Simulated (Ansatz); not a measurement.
System: ClH₃Sn.

Input

```
crystal:
  periodic: [false, false, false]
  atoms:
    - { symbol: Sn, position_ang: [0.211138, 0.0, -0.01848] }
    - { symbol: Cl, position_ang: [1.029545, 0.0, 2.224445] }
    - { symbol: H, position_ang: [1.916588, 0.0, -0.230107] }
    - { symbol: H, position_ang: [-0.682336, 1.425952, -0.353729] }
    - { symbol: H, position_ang: [-0.682336, -1.425952, -0.353729] }
basis:
  gaussian: { orbitals: def2-TZVP }
hamiltonian:
  xc: pbe
relax:
  f_tol: 0.03
  max_steps: 50
output:
  orbitals: {}
```

Command:

```sh
ansatz run input.yaml --threads 2 --pin off --max-ram 3072MiB --backend cpu --events-out ev --progress --plain --runs-dir out
```

The fields are those of the run's last geometry, not of the input's.

Core potentials replace the inner electrons of Sn.

The calculation used RKS PBE/def2-TZVP in Ansatz.

> What will maps of the electron density and electron localisation function show?

Sn–H (1.72 Å): ρ is about 1.2 e/Å³ halfway; the ELF climbs to about 1 towards the hydrogen.

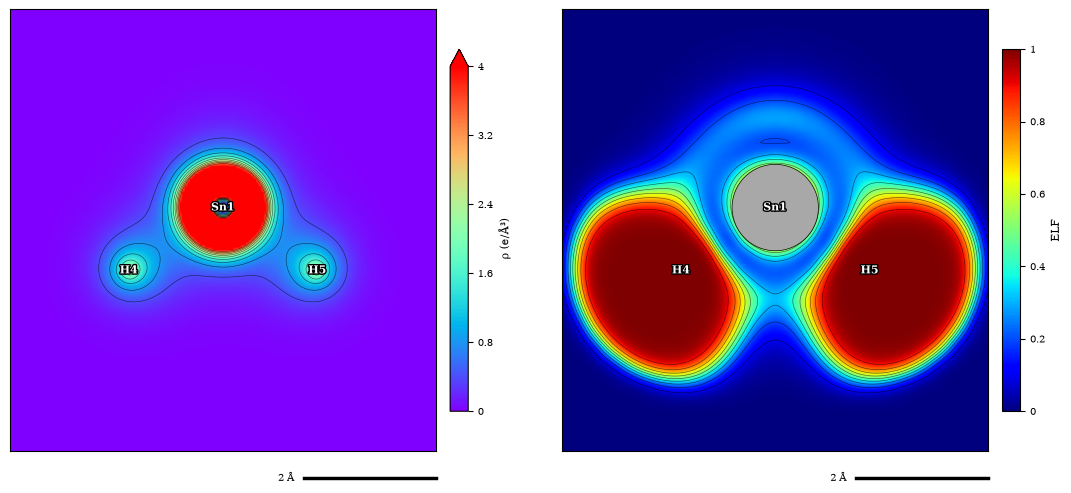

Computed electron density and electron localisation function on the plane of atoms H4, Sn1 and H5, in this order. Grey discs cover the atomic cores in the ELF map. 
